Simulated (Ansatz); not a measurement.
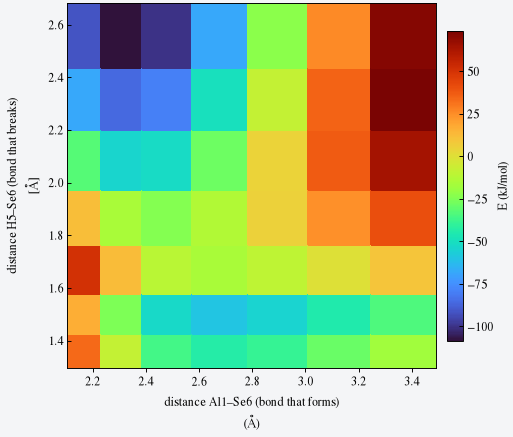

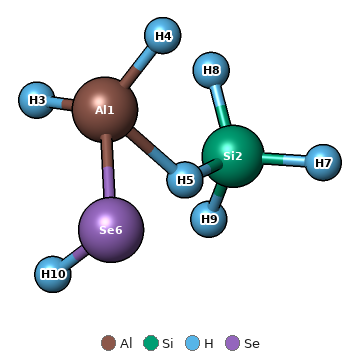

Energy landscape of the reacting system AlH7SeSi (fragments AlH₅Si + H₂Se where the first distance is long, AlH₇SeSi where the second is long). Coordinates scanned: (1) distance Al1–Se6 (bond that forms); (2) distance H5–Se6 (bond that breaks). Relaxed at each point: all other coordinates. The scan uses a 7 × 7 grid. Points are written as (first, second). Energies: kJ/mol, counted from a guessed transition structure relaxed with its forming and breaking bonds held. Energies and slopes of some neighbouring points disagree (a jump in structure or state, or too coarse a mesh). The reference is spin-restricted, so regions where a bond is pulled apart into radicals lie too high. Theory: RKS r2SCAN-D4/def2-SVP (Ansatz).

The picture shows one coloured cell a grid point. The second picture is the structure at the lowest point.

Summarise what can be read from the map.

Answer. The lowest grid point is at (2.297 Å, 2.559 Å), −108 kJ/mol from a guessed transition structure relaxed with its forming and breaking bonds held. It lies at the edge of the scanned range, so the true minimum may lie outside. Other grid points that lie below all their neighbours: (2.674 Å, 1.487 Å) (49 kJ/mol higher). The highest grid point, (3.369 Å, 2.314 Å), lies 182 kJ/mol above the lowest.

The values on the grid:

| second ↓, first → | 2.169 | 2.297 | 2.473 | 2.674 | 2.892 | 3.124 | 3.369 |
| --- | --- | --- | --- | --- | --- | --- | --- |
| 2.559 | −91 | −108 | −100 | −68 | −23 | 26 | 72 |
| 2.314 | −68 | −86 | −79 | −50 | −9 | 35 | 74 |
| 2.082 | −33 | −54 | −52 | −28 | 5 | 37 | 64 |
| 1.864 | 12 | −16 | −24 | −13 | 5 | 24 | 41 |
| 1.663 | 51 | 12 | −11 | −16 | −10 | −1 | 9 |
| 1.487 | 16 | −26 | −52 | −60 | −55 | −45 | −34 |
| 1.359 | 34 | −9 | −36 | −43 | −39 | −29 | −18 |

The input of one point:

```yaml
crystal:
  periodic: [false, false, false]
  atoms:
    - { symbol: Al, position_ang: [-1.43613, -0.137861, 0.389305] }
    - { symbol: Si, position_ang: [1.186417, 0.439829, -0.994235] }
    - { symbol: H, position_ang: [-1.55297, -1.454439, -0.483408] }
    - { symbol: H, position_ang: [-2.029877, 1.226513, -0.150638] }
    - { symbol: H, position_ang: [0.42195, 0.19658, 0.282362] }
    - { symbol: Se, position_ang: [-0.678845, -0.208328, 2.556737] }
    - { symbol: H, position_ang: [1.820405, 1.774489, -0.825507] }
    - { symbol: H, position_ang: [0.281493, 0.418271, -2.177478] }
    - { symbol: H, position_ang: [2.190015, -0.655587, -1.071119] }
    - { symbol: H, position_ang: [-0.202458, -1.599371, 2.474083] }
basis:
  gaussian: { orbitals: def2-SVP }
hamiltonian:
  xc: r2scan
  dispersion: d4
output:
  forces: true
relax:
  f_tol: 0.02
  max_steps: 50
  escape_saddle: false
  constraints: [{ distance: [0, 5] }, { distance: [4, 5] }]
scf:
  lower_state_search: "off"
```

Each point was launched as `ansatz run input.yaml --threads 1 --pin off --max-ram 2560MiB --backend cpu --events-out ev --progress --plain --runs-dir out`. The whole map (49 points run) took 25 min on 1 thread of Arm Neoverse V1, with other jobs on the host.
